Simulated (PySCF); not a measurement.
**C2H11FO2Si4 (SMILES F/C(=C\[SiH2]O[SiH3])[SiH2]O[SiH3]): density, localisation and related maps**

The calculation's input:

```
{"job": {"kind": "nmr", "xc": "PBE0", "basis": "pcSseg-1"}, "charge": 0, "multiplicity": 1}
F      1.112181    -0.967762    -1.377935
C      0.648728    -0.672436    -0.124352
C     -0.631315    -0.340866    -0.006284
Si    -1.839423    -0.247206    -1.448395
O     -3.287738     0.190306    -0.863247
Si    -4.507907     0.677429     0.076817
Si     1.991925    -0.785131     1.211610
O      3.287884     0.032457     0.704735
Si     4.356567     0.604903    -0.382807
H     -0.973444    -0.114695     0.992755
H     -2.038997    -1.559223    -2.063345
H     -1.456708     0.793296    -2.402383
H     -5.720828     0.260479    -0.621282
H     -4.407839     2.130756     0.203930
H     -4.368860     0.022882     1.378671
H      2.389050    -2.179149     1.401768
H      1.539089    -0.101368     2.417939
H      5.044044     1.661414     0.354537
H      3.620473     1.110166    -1.537832
H      5.237970    -0.505572    -0.737328
```

Launched as:

```sh
OMP_NUM_THREADS=1 python probes_run.py task.json out
```

Geometry: GFN2-xTB.

Theory: PBE0/pcSseg-1, SCF density, gas phase, non-relativistic (PySCF 2.14.0).

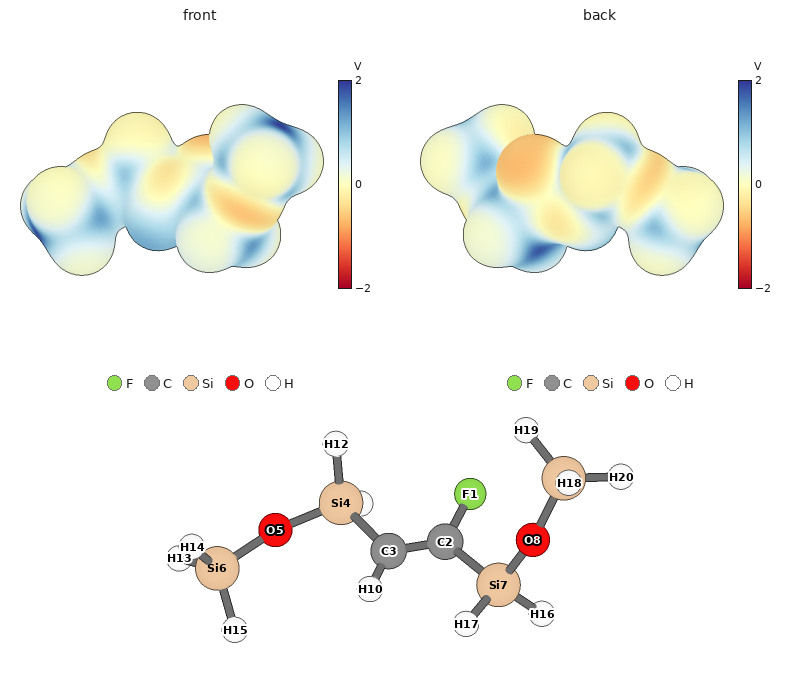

Figure 1. The molecular electrostatic potential painted on the density surface at 0.002 e/bohr³, seen from the front and from behind; the colour scale runs from red (negative) to blue (positive). The bare structure is drawn below in the same view.

Where is the surface potential most negative and most positive?

The most negative region (about −0.7 V, or −16 kcal/mol for a unit charge) lies over F1, the most positive (about +1.7 V, or +39 kcal/mol for a unit charge) over Si6, Si7 and Si9.

How polar is the molecule by this calculation?

Its dipole moment is 1.19 D.

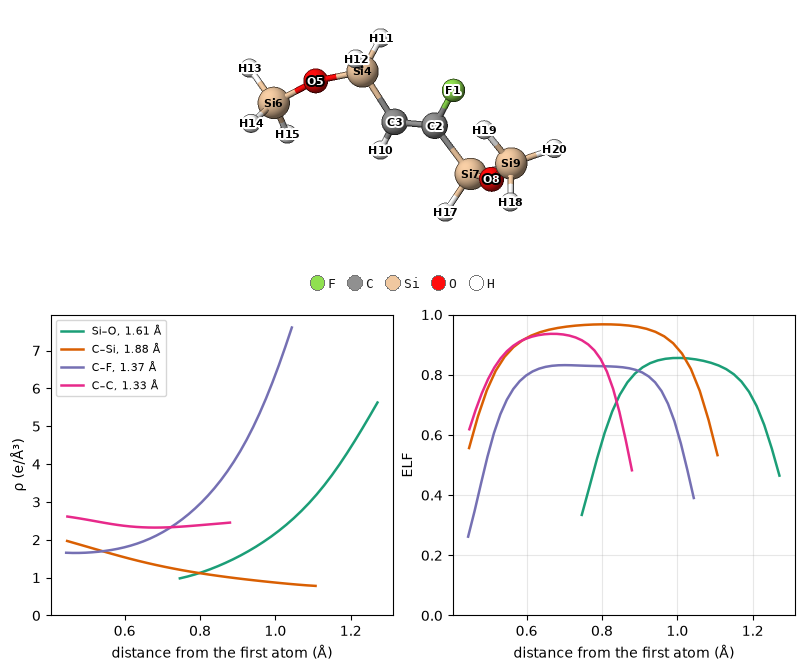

Figure 2. Total electron density and ELF along straight lines between neighbouring atoms. The curves leave out the atomic cores. The structure is drawn too.

What can be read from the curves?

Si–O (1.61 Å): ρ at the midpoint is about 1.1 e/Å³; the ELF peaks at about 0.85 between the atoms (a polar covalent bond).
C–Si (1.88 Å): ρ at the midpoint is about 0.93 e/Å³; the ELF peaks at about 0.95 between the atoms, as expected for localised, covalent bonding.
C–F (1.37 Å): the density is about 2.1 e/Å³ at the midpoint, with its minimum of 1.7 e/Å³ about 0.5 Å from C; the ELF peaks at about 0.85 between the atoms, as expected for a shared but strongly polarised pair.
C–C (1.33 Å): the density is about 2.3 e/Å³ at the midpoint; the ELF peaks at about 0.95 between the atoms: a short, multiple covalent bond.
